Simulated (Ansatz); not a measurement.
# BH₆NO₃: what the fields show

Input file:

```
crystal:
  periodic: [false, false, false]
  atoms:
    - {symbol: B, position_ang: [-0.411470, 0.027573, 0.000963]}
    - {symbol: N, position_ang: [1.309228, -0.087819, -0.003082]}
    - {symbol: O, position_ang: [-0.769667, -0.493516, -1.279990]}
    - {symbol: O, position_ang: [-0.637358, 1.427775, 0.171529]}
    - {symbol: H, position_ang: [1.663846, 0.048354, 0.936936]}
    - {symbol: O, position_ang: [-0.783726, -0.787385, 1.113601]}
    - {symbol: H, position_ang: [1.698760, 0.622699, -0.612476]}
    - {symbol: H, position_ang: [1.590433, -1.003231, -0.336076]}
    - {symbol: H, position_ang: [-1.217209, 0.186207, -1.785163]}
    - {symbol: H, position_ang: [-1.117528, 1.574651, 0.987238]}
    - {symbol: H, position_ang: [-1.325208, -1.515407, 0.806522]}
basis:
  gaussian: {orbitals: def2-TZVPP}
hamiltonian: {xc: pbe0, dispersion: d4}
output: {orbitals: {seedname: orbitals}}
```

Command:

```sh
ansatz run in.yaml --threads 4 --pin off --events-out ev --progress --plain --max-ram 9574MiB
```

The product side of a reaction path; geometry: PBE0-D4/def2-TZVP.

These are results of RKS PBE0-D4/def2-TZVPP (Ansatz), not measurements.

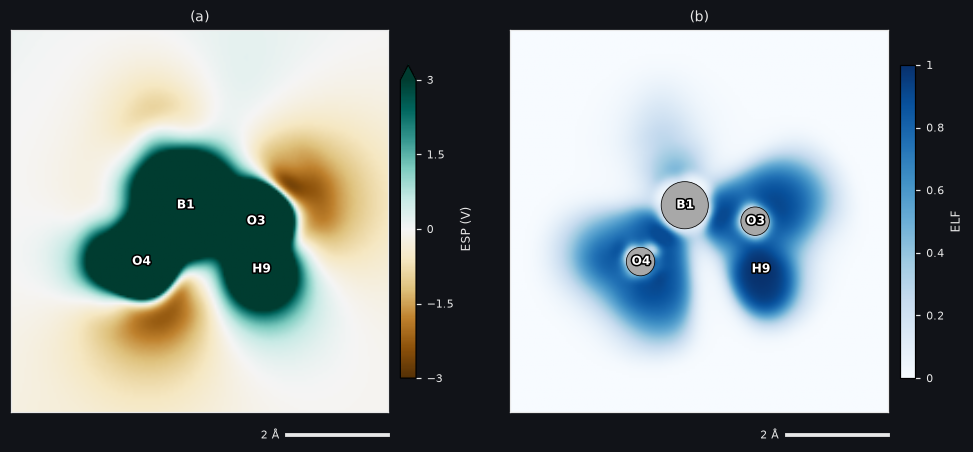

Figure 1. (a) electrostatic potential; (b) electron localisation function on the plane of atoms B1, O3 and H9. Grey discs cover the atomic cores in the ELF map.

Question: What does the map show?

Answer:
- The plane passes through B, O and H nuclei.
- B–O (1.43 Å): the ELF peaks at about 0.90 between the atoms, as expected for a polar covalent bond.
- O–H (0.96 Å): the ELF climbs to about 1 towards the hydrogen, as it does in any bond to H; a covalent bond by its length.
- The ELF also peaks beside O4 and O3, away from the bonds: lone-pair regions.
- Outside the dense part of the molecule the potential is most negative (−2.5 V) near O3 and O4.

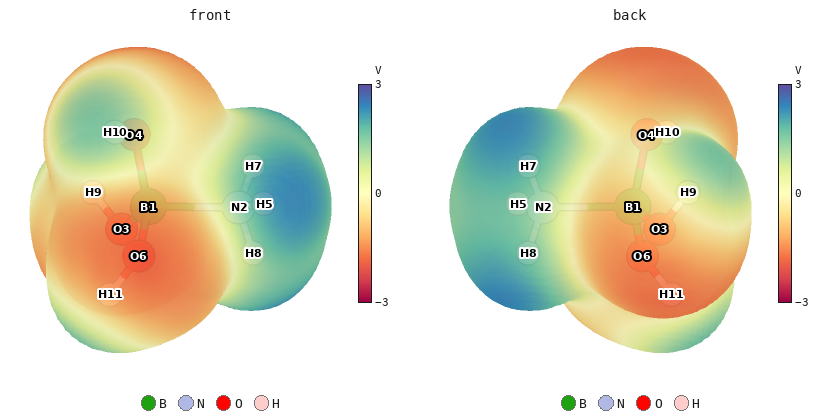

Figure 2. The molecular electrostatic potential painted on the density surface at 0.002 e/bohr³, seen from the front and from behind; red is negative and blue positive.

Question: Where is the surface potential most negative and most positive?

Answer: The most negative region (about −1.8 V) lies over O3, O4 and O6, the most positive (about +2.4 V) over H5, H7 and H8.

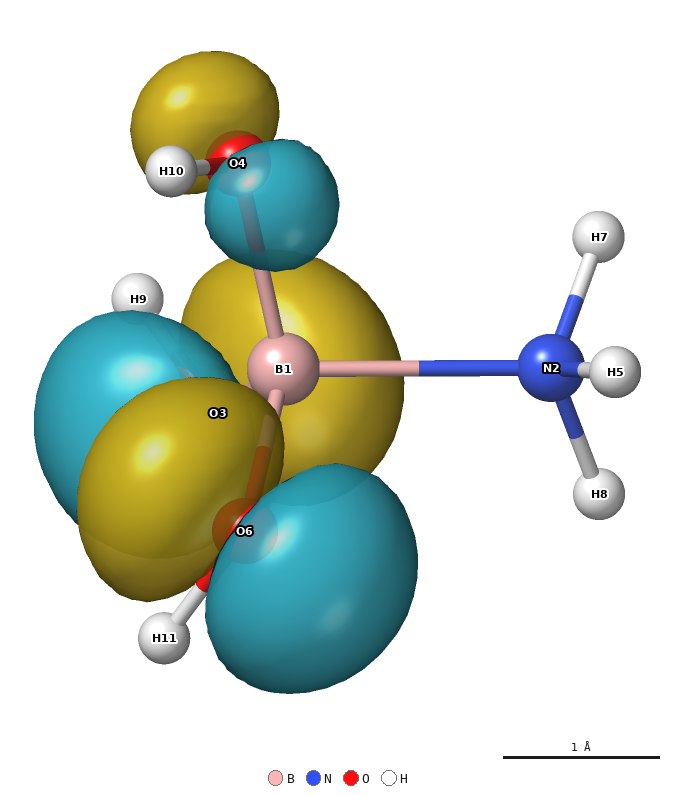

Figure 3. The HOMO−1 at ±0.15 Å⁻³ᐟ² (yellow and cyan are the two phases), seen at a tilt.

Question: What is the character of this orbital?

Answer: By Hirshfeld shares it lies mainly on O3 (about 45 %), O6 (about 35 %), O4 (about 5 %) and B1 (about 5 %); largely a combination of lone pairs on O3, O6 and O4. It is one of a degenerate set, so its orientation is arbitrary. Its energy is −7.90 eV.
